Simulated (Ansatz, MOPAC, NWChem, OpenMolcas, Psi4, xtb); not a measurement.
**GaNH2F2 (SMILES [NH2][Ga]([F])[F]): methods side by side**

GaNH2F2, singlet, SMILES `[NH2][Ga]([F])[F]`. Each level relaxes the structure for itself.

Each level gives the highest harmonic wavenumber at each level's own minimum (cm⁻¹). The values are calculated.

| level | kind | program | value (cm⁻¹) |
| --- | --- | --- | --- |
| AM1 | semi-empirical | MOPAC | 3536 |
| MNDO | semi-empirical | MOPAC | 3658 |
| PM3 | semi-empirical | MOPAC | 3568 |
| GFN2-xTB | semi-empirical | xtb | 3374 |
| HF/3-21G | Hartree–Fock | OpenMolcas | 3830 |
| HF/6-31G* (spherical functions) | Hartree–Fock | NWChem | 3921 |
| HF/6-31G* (Cartesian functions) | Hartree–Fock | OpenMolcas | 3926 |
| r2SCAN-D4/def2-SVP (density fitting) | meta-GGA | Psi4 | 3709 |
| B3LYP-D3(BJ)/6-31G*/LANL2DZ (core potential, spherical functions) | global hybrid | NWChem | 3703 |
| PBE0-D4/def2-TZVP | global hybrid | Ansatz | 3730 |

All-electron rows without a relativistic Hamiltonian named are non-relativistic, while core potentials hold scalar relativity, so basis and relativity change together. Harmonic and unscaled. The values span 3374 to 3926 cm⁻¹.

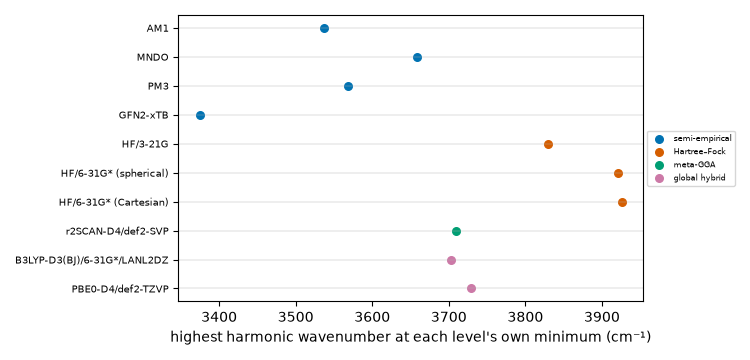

The values of the table, level by level.
